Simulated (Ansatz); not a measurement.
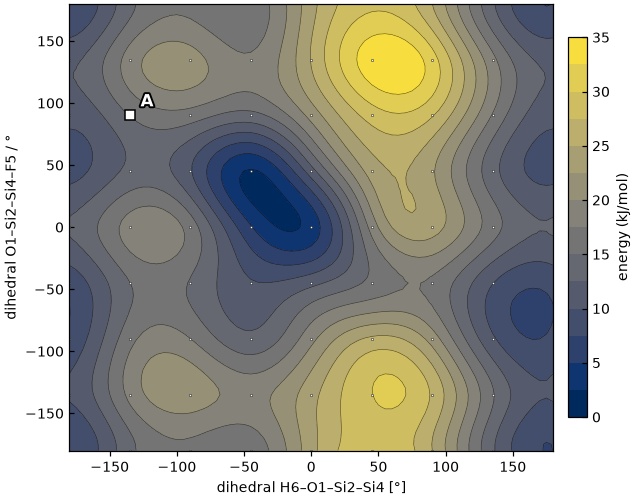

F2H4OSi2, SMILES O[SiH](F)[SiH2]F. Coordinates scanned: (1) dihedral H6–O1–Si2–Si4; (2) dihedral O1–Si2–Si4–F5. Nothing is relaxed (all other coordinates rigid). The grid has 8 × 8 points. Points are written as (first, second). Energies: kJ/mol, counted from the relaxed molecule at the same level. These are results of RKS wB97X-V/def2-SVP in Ansatz, not measurements.

Drawn: filled contours, dots at the grid points, the point A. Between grid points the surface is interpolated.

> Is A at rest? If not, where is it pushed?

A, at (−135°, 90°), is not a stationary point. The computed force is 0.12 kJ/mol for each degree towards smaller values of dihedral H6–O1–Si2–Si4 and 0.16 kJ/mol for each degree towards smaller values of dihedral O1–Si2–Si4–F5.
